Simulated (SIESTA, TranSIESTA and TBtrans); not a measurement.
System: Fe chain with one W atom in place of Fe. Leads: straight Fe chain, spacing 2.25 Å. Geometry: 3 atoms about the centre moved by SIESTA (PBE, DZP) to a largest force of 0.03 eV/Å, all others as built, motion along the axis alone. Transport runs along z; the first 6 and the last 6 of the 21 atoms are the lead cells, repeated to infinity.

```xyz
21
Lattice="9.000 0.000 0.000 0.000 9.000 0.000 0.000 0.000 47.250" Properties=species:S:1:pos:R:3 pbc="F F T"
Fe     4.500     4.500     0.000
Fe     4.500     4.500     2.250
Fe     4.500     4.500     4.500
Fe     4.500     4.500     6.750
Fe     4.500     4.500     9.000
Fe     4.500     4.500    11.250
Fe     4.500     4.500    13.500
Fe     4.500     4.500    15.750
Fe     4.500     4.500    18.000
Fe     4.500     4.500    20.217
W      4.500     4.500    22.502
Fe     4.500     4.500    24.785
Fe     4.500     4.500    27.000
Fe     4.500     4.500    29.250
Fe     4.500     4.500    31.500
Fe     4.500     4.500    33.750
Fe     4.500     4.500    36.000
Fe     4.500     4.500    38.250
Fe     4.500     4.500    40.500
Fe     4.500     4.500    42.750
Fe     4.500     4.500    45.000
```
Starting moments (μB): atom 7 +3.2, atom 8 +3.2, atom 9 +3.2, atom 10 +3.2, atom 11 +1, atom 12 +3.2, atom 13 +3.2, atom 14 +3.2, atom 15 +3.2; lead atoms +3.2 (left) and +3.2 (right).

Computed with TranSIESTA and TBtrans, PBE, DZP numerical orbitals (energy shift 0.15 eV), PseudoDojo norm-conserving scalar-relativistic potentials, mesh cutoff 200 Ry, 300 K, spin-polarised (collinear), no spin-orbit coupling; self-consistent non-equilibrium Green functions.

Energies count from the leads' Fermi level. Transmissions are for each spin. The energy step is 0.01 eV; narrower resonances are cut or missed.

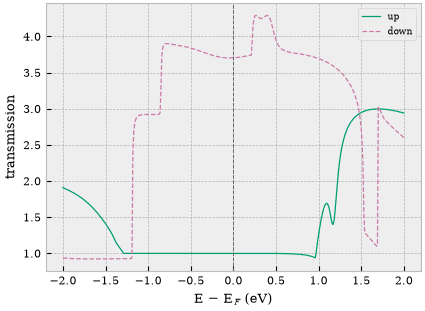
*Transmission against energy*

```tsv
E (eV)	T up	T down	lead channels up	down
-2.00	1.91	0.94	4	1
-1.80	1.78	0.92	4	1
-1.60	1.56	0.92	4	1
-1.40	1.21	0.92	4	1
-1.20	1.00	0.93	1	1
-1.00	1.00	2.92	1	3
-0.80	1.00	3.90	1	4
-0.60	1.00	3.87	1	4
-0.40	1.00	3.80	1	4
-0.20	1.00	3.72	1	4
0.00	1.00	3.70	1	4
0.20	1.00	3.74	1	4
0.40	1.00	4.29	1	band edge
0.60	1.00	3.80	1	band edge
0.80	0.98	3.75	1	4
1.00	1.26	3.69	3	4
1.20	1.69	3.57	3	4
1.40	2.85	3.26	3	4
1.60	2.99	1.21	3	2
1.80	2.99	2.82	3	3
2.00	2.94	2.60	3	3
```

The magnetic order of the leads was set by the start, and no other order was tried; the separate lead runs end at 3.39 (left) and 3.39 (right) μB an atom. The straight chain is held at its spacing; free chains may zigzag or dimerise. Spin-orbit coupling, left out here, matters for the heavy atoms.
